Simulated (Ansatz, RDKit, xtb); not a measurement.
# C4H9BSSi: ranking a sample of isomers

Which of a sample of isomers of C4H9BSSi is the most stable in the gas at 298.15 K, and what are its properties? The sample is small against all isomers, and the most stable one of this formula need not be in it.

The funnel: GFN2-xTB relaxations, single points with a density functional, relaxations at B3LYP/def2-SVP, harmonic vibrations (at GFN2-xTB), and a last energy at a higher level. All values are calculated.

1 further run of the same task is left out (set aside as unsound or not needed).

## (1) Possible bonding patterns

Isomers were taken from a list of plausible structures; this is a sample, not all of them. That gives 4 candidates.

```
label               SMILES     spin
 c529      BC1=CCC[SiH2]S1  singlet
 c743      C#CB(C[SiH3])SC  singlet
 c797  BC#C[C@H](C)S[SiH3]  singlet
 c815        C#CCBCS[SiH3]  singlet
```

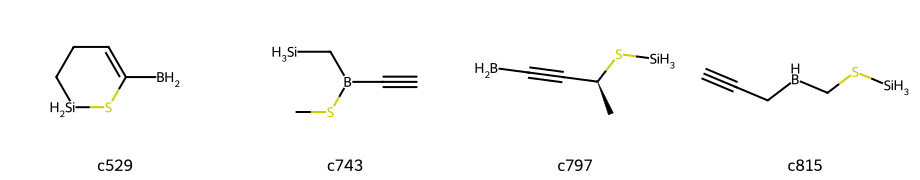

Structural formulas of the candidates.

Candidates are built by distance geometry, with a force field where one applies, in up to four conformers (letters a to d).

## (2) Cheap relaxation of all starts

All 12 starts are relaxed the same way. One of them, c743d (taken from a list of plausible isomers, embedded by distance geometry and UFF), in full:

The input, start.xyz:

```xyz
16
c743d
C      1.452129    -3.247108    -1.201240
C      1.177178    -2.112442    -0.746859
C      1.682400     0.029362     0.932422
C      0.195927     1.000266    -2.278527
B      0.789250    -0.728653    -0.220955
S     -0.744761     0.128455    -0.904500
Si     3.176689    -0.950976     1.510276
H      1.709020    -4.167700    -1.594509
H      2.003133     1.015842     0.523137
H      1.025999     0.206484     1.751032
H      3.905319    -0.106315     2.552164
H      4.087275    -1.187623     0.301834
H      2.723086    -2.166156     2.013934
H     -0.612193     1.554311    -2.839217
H      0.958846     1.626964    -1.877710
H      0.626964     0.194395    -2.950272
```

On the command line:

```sh
$ xtb start.xyz --gfn 2 --opt
```

Standard output, shortened:

```text
* xtb version 6.7.1
[...]
          :  # basis functions                  49          :
[...]
          :  # electrons                        38          :
[...]
          :  Hamiltonian                  GFN2-xTB          :
[...]
          :  net charge                          0          :
          :  unpaired electrons                  0          :
[...]
   *** convergence criteria satisfied after 15 iterations ***
[...]
   *** GEOMETRY OPTIMIZATION CONVERGED AFTER 83 ITERATIONS ***
[...]
   *** convergence criteria satisfied after 3 iterations ***
[...]
         ::                     SUMMARY                     ::
         :::::::::::::::::::::::::::::::::::::::::::::::::::::
         :: total energy             -19.299704151324 Eh    ::
         :: gradient norm              0.000320800778 Eh/a0 ::
         :: HOMO-LUMO gap              3.360520636538 eV    ::
         ::.................................................::
         :: SCC energy               -19.604684137422 Eh    ::
         :: -> isotropic ES            0.039562003983 Eh    ::
         :: -> anisotropic ES          0.004588345431 Eh    ::
         :: -> anisotropic XC          0.016204502468 Eh    ::
         :: -> dispersion             -0.012322763763 Eh    ::
         :: repulsion energy           0.304979986098 Eh    ::
         :: add. restraining           0.000000000000 Eh    ::
         :: total charge              -0.000000000000 e     ::
         :::::::::::::::::::::::::::::::::::::::::::::::::::::
[...]
        19        2.0000           -0.3697644             -10.0618 (HOMO)
        20                         -0.2462675              -6.7013 (LUMO)
[...]
     #   Z          covCN         q      C6AA      α(0)
     1   6          1.909    -0.088    33.534     9.352
     2   6          1.899    -0.108    34.098     9.431
     3   6          3.630    -0.227    25.517     7.274
     4   6          3.744    -0.055    21.628     6.634
     5   5          2.727     0.272    17.380     6.984
     6  16          1.890    -0.225   150.672    20.660
     7  14          3.648     0.459    98.553    19.035
     8   1          0.928     0.064     2.153     2.294
     9   1          0.925     0.025     2.660     2.550
    10   1          0.924     0.022     2.700     2.570
    11   1          0.918    -0.100     5.580     3.695
    12   1          0.918    -0.096     5.415     3.640
    13   1          0.918    -0.101     5.589     3.698
    14   1          0.925     0.057     2.235     2.338
[...]
     #   Z sym  total        # sym  WBO       # sym  WBO       # sym  WBO
 ---------------------------------------------------------------------------
     1   6      3.969 --     2      2.854     8      0.970
     2   6      3.950 --     1      2.854     5      1.067
     3   6      3.972 --     5      1.061     9      0.971    10      0.968
                             7      0.846
     4   6      3.981 --     6      0.999    15      0.986    14      0.986
                            16      0.986
     5   5      3.449 --     6      1.178     2      1.067     3      1.061
     6  16      2.301 --     5      1.178     4      0.999
     7  14      3.607 --    12      0.898    13      0.898    11      0.892
                             3      0.846
     8   1      0.996 --     1      0.970
     9   1      0.999 --     3      0.971
    10   1      0.999 --     3      0.968
[...]
molecular dipole:
                 x           y           z       tot (Debye)
 q only:        0.249      -0.220      -0.067
   full:       -0.095      -0.580      -0.316       1.697
molecular quadrupole (traceless):
[...]
          | TOTAL ENERGY              -19.299704151324 Eh   |
          | GRADIENT NORM               0.000320800778 Eh/α |
          | HOMO-LUMO GAP               3.360520636538 eV   |
           -------------------------------------------------
[...]
```

Run time: 0.52 s. Hardware: 4 threads of Arm Neoverse V1, shared host.

## (3) Distinct minima at GFN2-xTB

12 of the 12 relaxations converged; 2 ended on a minimum already found. 10 distinct structures remain:

```
label  start                SMILES after     spin  energy (kcal/mol)           note
c529a  drawn             BC1=CCC[SiH2]S1  singlet                0.0               
c797c  drawn         BC#C[C@H](C)S[SiH3]  singlet               17.5               
c797a  drawn         BC#C[C@H](C)S[SiH3]  singlet               18.4               
c797b  drawn         BC#C[C@H](C)S[SiH3]  singlet               19.6               
c815b  drawn   C#CC[B@H-]1C[S@@+]1[SiH3]  singlet               29.3  bonds changed
c815a  drawn   C#CC[B@@H-]1C[S@+]1[SiH3]  singlet               30.1  bonds changed
c815d  drawn  C#CC[B@@H-]1C[S@@+]1[SiH3]  singlet               31.2  bonds changed
c743d  drawn             C#CB(C[SiH3])SC  singlet               32.1               
c743b  drawn             C#CB(C[SiH3])SC  singlet               32.8               
c815c  drawn               C#CCBCS[SiH3]  singlet               33.7
```

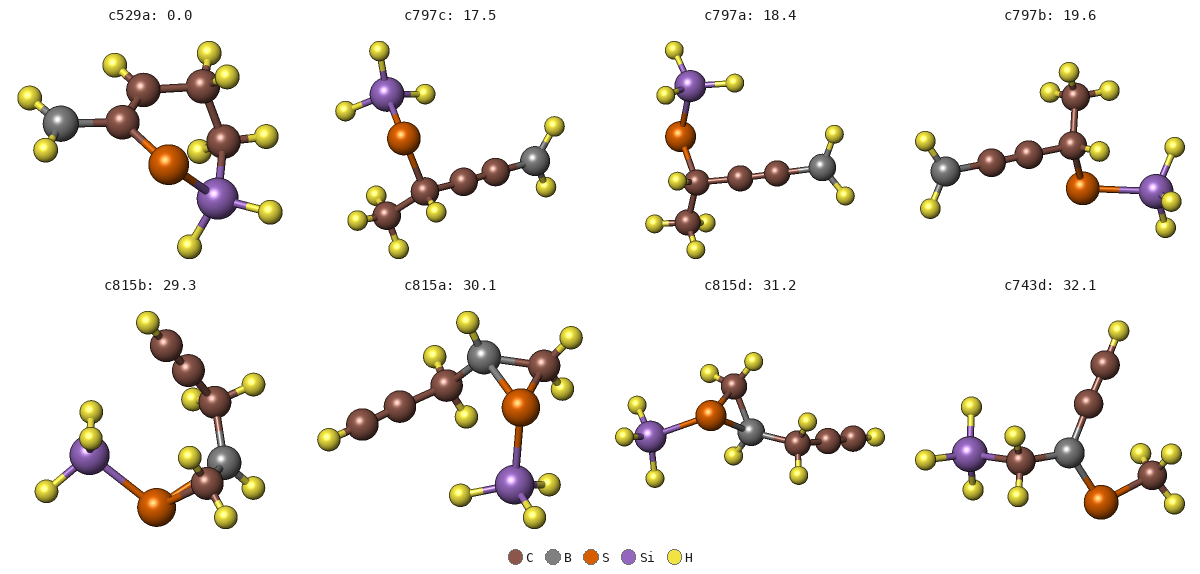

The 8 lowest minima that did not fall apart, with their GFN2-xTB energies in kcal/mol.

## (4) Second filter: single points

A choice of the minima (the low ones first, few conformers of a pattern, up to a cap) and the lowest that fell apart get a single point at r2SCAN-D4/def2-SVP on the tight-binding geometry, and one at HF/STO-3G for comparison. The lowest singlets are also tried as triplets at the same geometry (label ending in t). Within 30 kcal/mol but not screened, among others: c797b. The first, c529a:

The input, input.yaml:

```yaml
crystal:
  periodic: [false, false, false]
  atoms:
    - symbol: C
      position_ang: [0.515446, 0.300680, -0.999810]
    - symbol: C
      position_ang: [-0.229817, -0.659412, -0.423890]
    - symbol: C
      position_ang: [-0.713236, -0.651023, 0.986227]
    - symbol: C
      position_ang: [-1.708473, 0.498271, 1.219483]
    - symbol: B
      position_ang: [1.013381, 0.233200, -2.452309]
    - symbol: S
      position_ang: [1.008244, 1.724887, -0.016304]
    - symbol: Si
      position_ang: [-0.867463, 2.178492, 0.920802]
    - symbol: H
      position_ang: [0.666690, -0.657576, -3.125713]
    - symbol: H
      position_ang: [1.721083, 1.061804, -2.870400]
    - symbol: H
      position_ang: [-0.522627, -1.500642, -1.037789]
    - symbol: H
      position_ang: [-1.180199, -1.607085, 1.230048]
    - symbol: H
      position_ang: [0.142634, -0.505838, 1.654806]
    - symbol: H
      position_ang: [-2.562724, 0.368258, 0.552936]
    - symbol: H
      position_ang: [-2.091266, 0.433027, 2.237941]
    - symbol: H
      position_ang: [-1.665458, 3.006956, 0.019815]
    - symbol: H
      position_ang: [-0.507858, 2.863916, 2.153913]
basis:
  gaussian:
    orbitals: def2-SVP
scf:
  lower_state_search: off
hamiltonian:
  xc: r2scan
  dispersion: d4
```

On the command line:

```sh
$ ansatz run input.yaml --threads 4 --pin off --max-ram 7830MiB --events-out events.jsonl --progress --plain --runs-dir runs
```

Standard output, shortened:

```text
Warning: RAYON_NUM_THREADS=4 ignored (pool sized by the plan → 4); use --threads N
Functional definition: r2SCAN
  name "r2SCAN"
[...]
1709 factors; their error is unknown
[...]
mean field -23669.70905232 eV, -869.8457637678 hartree, gradient 7.3e-6 eV, S^2 0.000000; 0 other end points of the search recorded, 0 dependent functions left out
reference -23669.70906478 eV, -869.8457642255 hartree; 34, 34 occupied and 117, 117 virtual orbitals, 1709 factors
Total energy: -23669.83613873 eV, -869.8504341070 hartree
Checks for a lower state left out: stability, starts, cluster_reference, orbital_swaps, neighbouring_geometries, increment
```

Run time: 2.4 s. Hardware: 4 threads of Arm Neoverse V1, shared host; peak memory 0.21 GiB.

Relative energies in kcal/mol, each column from its lowest structure that stays in one piece:

```
 label                     SMILES     spin  GFN2-xTB  HF/STO-3G  r2SCAN-D4/def2-SVP
 c529a            BC1=CCC[SiH2]S1  singlet       0.0        0.0                 0.0
 c815b  C#CC[B@H-]1C[S@@+]1[SiH3]  singlet      29.3       46.6                34.3
 c797a        BC#C[C@H](C)S[SiH3]  singlet      18.4       45.8                37.8
 c797c        BC#C[C@H](C)S[SiH3]  singlet      17.5       46.7                38.4
c529at            BC1=CCC[SiH2]S1  triplet         –          –                61.4
c797at        BC#C[C@H](C)S[SiH3]  triplet         –          –               108.4
c815bt  C#CC[B@H-]1C[S@@+]1[SiH3]  triplet         –          –               159.3
```

Measured from c529a, GFN2-xTB misplaces c797c by 21 kcal/mol against r2SCAN-D4/def2-SVP, so minima dropped on its energies alone could hide the lowest isomer.

## (5) Relaxing the best candidates

3 candidates are relaxed at B3LYP/def2-SVP (chosen among the lowest in one piece). The first, c529a:

Edit input.yaml of step 4 so:

```diff
@@ -38,6 +38,8 @@
     orbitals: def2-SVP
+total_charge: 0
+hamiltonian:
+  xc: {name: B3LYP}
 scf:
   lower_state_search: off
-hamiltonian:
-  xc: r2scan
-  dispersion: d4
+relax:
+  f_tol: 0.006
```

On the command line:

```sh
$ ansatz run input.yaml --threads 4 --pin off --max-ram 7830MiB --events-out events.jsonl --progress --plain --runs-dir runs
```

Standard output, shortened:

```text
Warning: RAYON_NUM_THREADS=4 ignored (pool sized by the plan → 4); use --threads N
[...]
Functional definition: B3LYP
  name "B3LYP"
[...]
1673 factors; integrals over basis functions are off by at most 4.1e-4 eV
[...]
mean field -23675.38998842 eV, -870.0545343186 hartree, gradient 3.9e-6 eV, S^2 0.000000; 0 other end points of the search recorded, 0 dependent functions left out
[...]
reference -23675.39028598 eV, -870.0545452538 hartree; 34, 34 occupied and 117, 117 virtual orbitals, 1673 factors
relax step   1: F+E_penalty+E_count = -23675.38998842 eV  Δ(F+E_penalty+E_count) = +0.000e0 eV  max|allowed force component| = 8.303e-1 eV/Å  Δτ_max = 0.0000 Å  (17 SCF iters, accepted)
[...]
relax step   4: F+E_penalty+E_count = -23675.50917847 eV  Δ(F+E_penalty+E_count) = +6.315e-3 eV  max|allowed force component| = 2.180e-1 eV/Å  Δτ_max = 0.0957 Å  (20 SCF iters, rejected (line search))
[...]
Atom 7 at     0.769860    -0.841714    -3.073284 Å, force     0.001755    -0.001497     0.000766 eV/Å
Atom 8 at     1.769100     0.989162    -2.983216 Å, force    -0.002169     0.000322     0.000502 eV/Å
Atom 9 at    -0.399975    -1.544946    -1.069692 Å, force     0.000249    -0.001337    -0.000608 eV/Å
Atom 10 at    -1.228788    -1.615941     1.170453 Å, force    -0.000359    -0.000342    -0.000332 eV/Å
Atom 11 at     0.123393    -0.570286     1.643449 Å, force     0.001569     0.001063    -0.001859 eV/Å
Atom 12 at    -2.581940     0.445077     0.552819 Å, force     0.000365    -0.000442     0.000597 eV/Å
Atom 13 at    -2.097452     0.450399     2.254145 Å, force    -0.000717     0.000025    -0.000661 eV/Å
Atom 14 at    -1.812090     3.143489     0.264680 Å, force    -0.001531     0.001356    -0.000093 eV/Å
Atom 15 at    -0.479701     2.851839     2.259643 Å, force     0.000380     0.000695     0.001098 eV/Å
Dipole moment:    -0.429505    -0.312159     0.334209 e Å
Checks for a lower state left out: stability, starts, cluster_reference, orbital_swaps, neighbouring_geometries, increment
```

Run time: 44 s. Hardware: 4 threads of Arm Neoverse V1, shared host; peak memory 0.42 GiB.

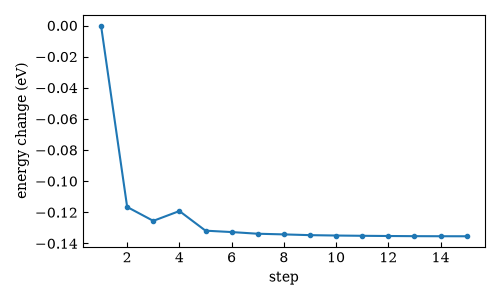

Energy along the run, all evaluated steps.

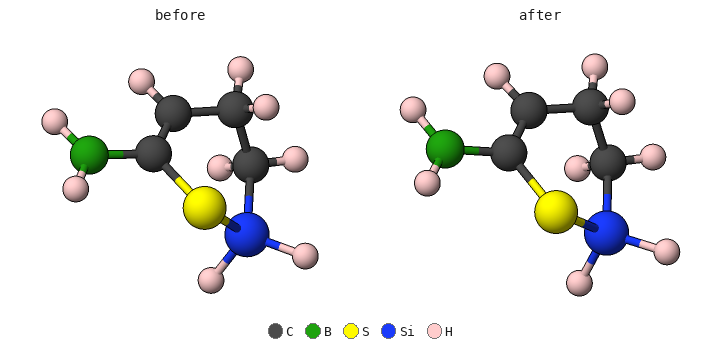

Before and after, at one scale.

After the run. Bond lengths: C1–C2 1.362 Å, C2–C3 1.501 Å, C3–C4 1.549 Å, C1–B5 1.541 Å, C1–S6 1.809 Å, C4–Si7 1.899 Å, S6–Si7 2.173 Å, B5–H8 1.208 Å, B5–H9 1.205 Å, C2–H10 1.096 Å, C3–H11 1.101 Å, C3–H12 1.108 Å, C4–H13 1.103 Å, C4–H14 1.103 Å, Si7–H15 1.492 Å, Si7–H16 1.491 Å. Some angles: C1–C2–C3 125.9°, C2–C1–B5 120.1°, C2–C1–S6 122.0°, B5–C1–S6 117.8°, C2–C3–C4 113.0°, C3–C4–Si7 112.4°, C1–S6–Si7 101.1°, C4–Si7–S6 106.6°, C1–C2–H10 116.4°, C3–C2–H10 117.7°.

## (6) The relaxed candidates

```
label     spin  r2SCAN-D4/def2-SVP (kcal/mol)  B3LYP/def2-SVP, relaxed (kcal/mol)     time                         note
c529a  singlet                            0.0                                 0.0     44 s                             
c797a  singlet                           37.8                                31.6  1.9 min                             
c815b  singlet                           34.3                                31.7     45 s  rearranged to C#CCBCS[SiH3]
```

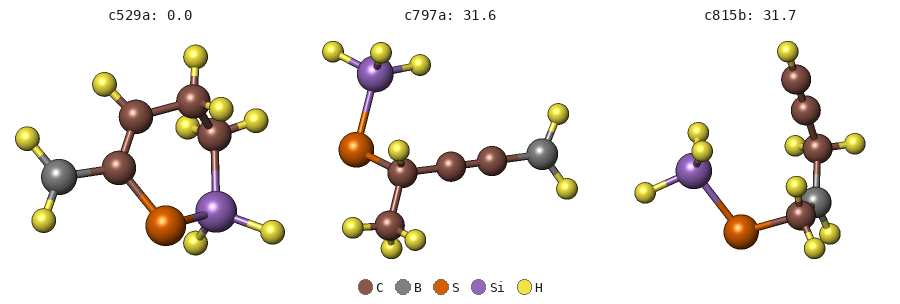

The relaxed structures, with energies at B3LYP/def2-SVP in kcal/mol.

[end of part 1 of 2]
